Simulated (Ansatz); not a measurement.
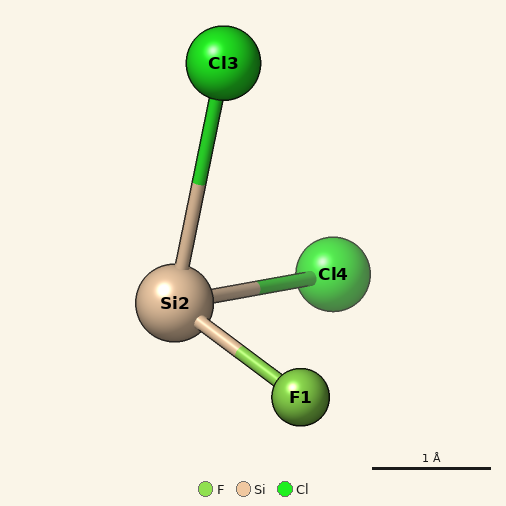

Source: calculation with Ansatz.

Orthographic view. Distant atoms are faded towards the background colour. State: charge −1, singlet. Geometry: moved along internal coordinates away from the minimum.

Write a Z-matrix (Å, degrees) in the order of the atom numbers, with these reference atoms: 2 to 1; 3 to 2, 1; 4 to 2, 1, 3.

```
F  
Si   1   1.651
Cl   2   2.221   1    97.2
Cl   2   2.221   1    96.7   3    94.0
```
